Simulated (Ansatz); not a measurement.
**UB3LYP/6-31G(d) (Cartesian functions) run of N2H (dinitrogen monohydride)**

What is the vertical doublet–quartet gap of N2H (dinitrogen monohydride) at UB3LYP/6-31G* (Cartesian functions)? 

Program for the calculation: Ansatz 0.2.0.

29 further runs of the same task are left out: 29 set aside as unsound or not needed.

### Step 1. The system as given

N2H: 3 atoms, total charge 0, spin state doublet. SMILES: `[N]=N`. The coordinates come from a PBE0-D4/def2-TZVP relaxation.

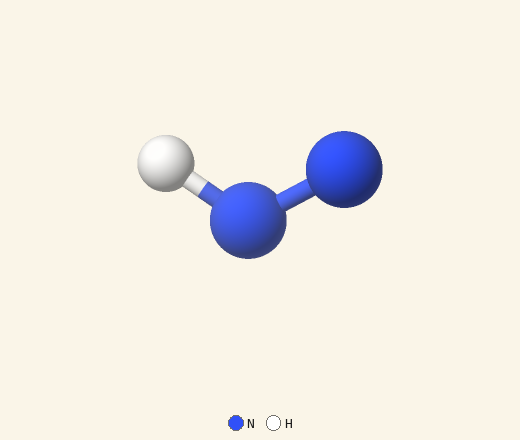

The structure, seen from a chosen angle (nitrogen blue, hydrogen white).

### Step 2. A single-point energy at UB3LYP/6-31G(d) (Cartesian functions)

in.yaml reads:

```yaml
crystal:
  periodic: [false, false, false]
  atoms:
    - {symbol: "N", position_ang: [0.710530, -0.606720, 0.326180]}
    - {symbol: N, position_ang: [-0.268660, -0.217710, -0.170100]}
    - {symbol: H, position_ang: [-0.441870, 0.824430, -0.156080]}
basis:
  gaussian: {orbitals: "6-31G*"}
magnetization: {spin_polarized: true, initial_magnetization: 1}
hamiltonian: {xc: {name: B3LYP}}
accuracy: high
output: {orbitals: {seedname: orbitals}}
```

On the command line:

```bash
$ ansatz run in.yaml --threads 1 --pin off --max-ram 3480MiB --events-out events.jsonl --progress --plain --runs-dir runs
```

Output:

```text
Warning: RAYON_NUM_THREADS=1 ignored (pool sized by the plan → 1); use --threads N
Functional definition: B3LYP
  name "B3LYP"
  parameter a0 = 0.2
  parameter ax = 0.72
  parameter ac = 0.81
  exchange = (1 - a0 - ax)*slater_x + ax*b88_x + a0*exact_x
  correlation = (1 - ac)*vwn_rpa_c + ac*lyp_c
606 factors; integrals over basis functions are off by at most 2.6e-9 eV
mean field evaluation 1: about -2992.5148 eV, gradient 1.8e1 eV
mean field evaluation 2: about -2992.7305 eV, gradient 1.7e1 eV
mean field evaluation 4: about -2994.0311 eV, gradient 2.1e0 eV
mean field evaluation 8: about -2994.0445 eV, gradient 6.5e-2 eV
mean field evaluation 16: about -2994.0446 eV, gradient 1.1e-5 eV
mean field -2994.04462725 eV, -110.0291106149 hartree, gradient 1.5e-8 eV, S^2 0.754418; 0 other end points of the search recorded, 0 dependent functions left out
reference -2994.04464681 eV, -110.0291113339 hartree; 8, 7 occupied and 24, 25 virtual orbitals, 606 factors
Total energy: -2994.04464681 eV, -110.0291113339 hartree
```

Wall time 1.4 s (1 thread of Arm Neoverse V1, shared host); peak memory 0.11 GiB.

### Step 3. The quartet

job.yaml reads:

```yaml
crystal:
  periodic: [false, false, false]
  atoms:
    - {symbol: "N", position_ang: [0.710530, -0.606720, 0.326180]}
    - {symbol: "N", position_ang: [-0.268660, -0.217710, -0.170100]}
    - {symbol: H, position_ang: [-0.441870, 0.824430, -0.156080]}
basis:
  gaussian: {orbitals: "6-31G*"}
magnetization: {spin_polarized: true, initial_magnetization: 3}
hamiltonian: {xc: {name: B3LYP}}
accuracy: high
output: {orbitals: {seedname: orbitals}}
```

On the command line:

```bash
$ ansatz run job.yaml --threads 1 --pin off --max-ram 3480MiB --events-out events.jsonl --progress --plain --runs-dir runs
```

Output, cut to the lines that bear on the results:

```text
Warning: RAYON_NUM_THREADS=1 ignored (pool sized by the plan → 1); use --threads N
[... 7 set-up lines as earlier in the session ...]
607 factors; integrals over basis functions are off by at most 2.4e-9 eV
mean field evaluation 1: about -2986.3163 eV, gradient 1.9e1 eV
mean field evaluation 2: about -2986.4845 eV, gradient 1.8e1 eV
mean field evaluation 4: about -2987.8676 eV, gradient 2.1e0 eV
mean field evaluation 8: about -2987.8828 eV, gradient 5.2e-2 eV
mean field evaluation 16: about -2987.8828 eV, gradient 3.2e-5 eV
mean field -2987.88281083 eV, -109.8026680384 hartree, gradient 3.1e-8 eV, S^2 3.755461; 1 other end points of the search recorded, 0 dependent functions left out
reference -2987.88282958 eV, -109.8026687274 hartree; 9, 6 occupied and 23, 26 virtual orbitals, 607 factors
Total energy: -2987.88282958 eV, -109.8026687274 hartree
```

Run time: 1.4 s. Hardware: 1 thread of Arm Neoverse V1, shared host; peak memory 0.12 GiB.

### Step 4. What came out

At UB3LYP/6-31G* (Cartesian functions):

| quantity | value |
| --- | --- |
| doublet: total energy | -110.02911 Eh |
| doublet: HOMO energy (highest over α and β) | -5.74 eV |
| doublet: LUMO energy (lowest over α and β) | -1.67 eV |
| doublet: ⟨S²⟩ | 0.754 |
| quartet: total energy | -109.80267 Eh |
| quartet: HOMO energy (highest over α and β) | -4.19 eV |
| quartet: ⟨S²⟩ | 3.755 |
| vertical energy of the quartet above the doublet | 6.162 eV |

What this shows: At this shape the quartet lies 6.16 eV (142 kcal/mol) above the doublet.
